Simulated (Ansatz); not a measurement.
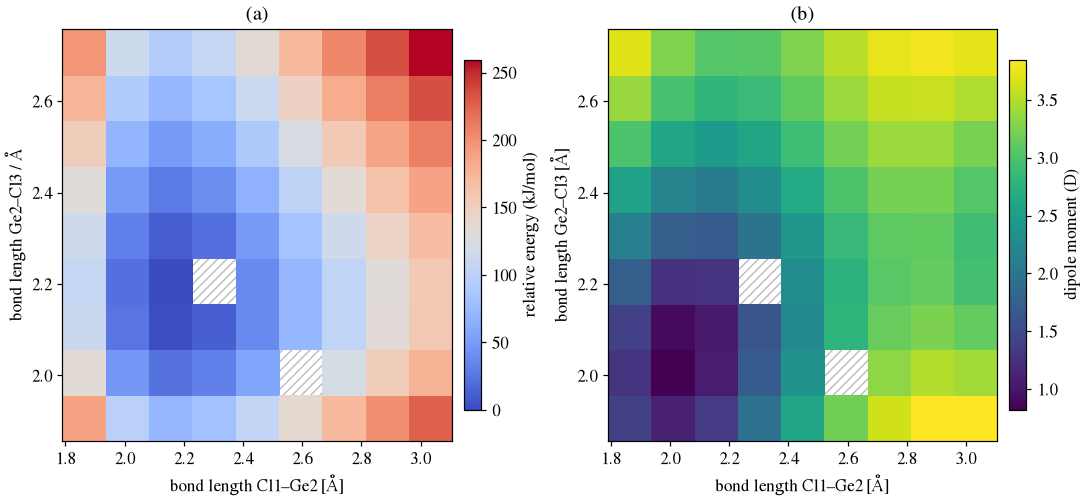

Cl2GeI, SMILES [Cl][Ge]([Cl])[I], spin multiplicity 2. 
- Coordinates scanned: (1) bond length Cl1–Ge2; (2) bond length Ge2–Cl3.
- Nothing is relaxed (all other coordinates rigid).
- Grid: 9 × 9 points. At 2 points there is no value.
- Energies: kJ/mol, counted from the lowest grid point.
- The calculation used UKS PBE0-D4/def2-SVP in Ansatz.

Panel (a) is the energy and panel (b) the computed dipole moment on the same grid.

The picture shows one coloured cell a grid point, hatched blanks where no value was computed.

Question: How does the dipole moment vary over the map, and what is it at the lowest grid point?

Answer: Leaving out the highest fifth of the energies, it runs from 0.82 D at bond length Cl1–Ge2 = 2.010 Å, bond length Ge2–Cl3 = 2.007 Å to 3.63 D at bond length Cl1–Ge2 = 2.741 Å, bond length Ge2–Cl3 = 1.907 Å. At the lowest grid point, bond length Cl1–Ge2 = 2.156 Å, bond length Ge2–Cl3 = 2.207 Å, it is 1.28 D.
